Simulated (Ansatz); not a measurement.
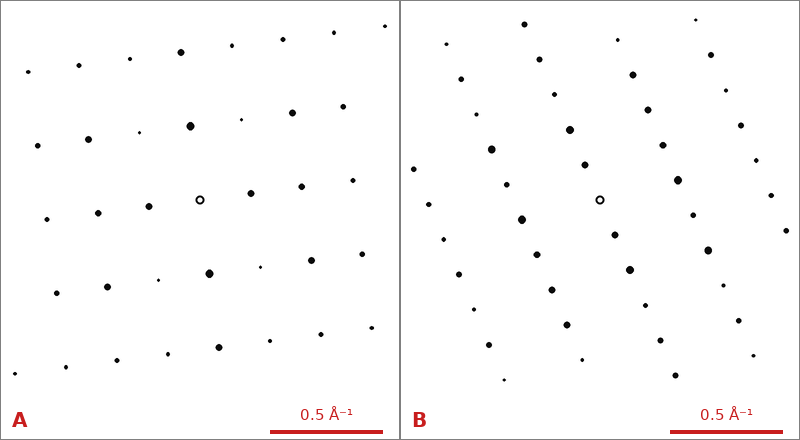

Kinematic electron diffraction patterns (200 kV, B = 0.5 Å², same scale, each along a low-index zone) of two structures of composition BAs2, each relaxed at zero pressure with DFT PBE, scalar-relativistic, plane waves, PAW in Ansatz 0.2.0.

The structures (standard cells):
1. Cccm (No. 66), a = 4.432 Å, b = 8.649 Å, c = 5.973 Å, 12 atoms; generated start, possibly hypothetical
2. R3m (No. 160), a = 3.226 Å, c = 17.449 Å (hexagonal axes), 9 atoms; generated start, possibly hypothetical

Q: Which pattern belongs to which structure, and along which zone?

A: A is structure 1 along [100]: rectangular net of 0 2 0 at d = 4.32 Å and 0 0 2 at d = 2.99 Å, 90.0° apart (some points of this net are extinct or too weak to see). B is structure 2 along [100] or an equivalent direction: oblique net of 0 0 3 at d = 5.82 Å and 0 -1 1 at d = 2.76 Å, 80.9° apart.

Q: Rank the structures by their computed energy.

A: Structure 1 (Cccm, 19.08 Å³ an atom) is the lowest of these; structure 2 (R3m, 17.47 Å³ an atom) lies about 270 meV an atom higher. These are static energies at 0 K; other structures, not shown, may lie lower still.
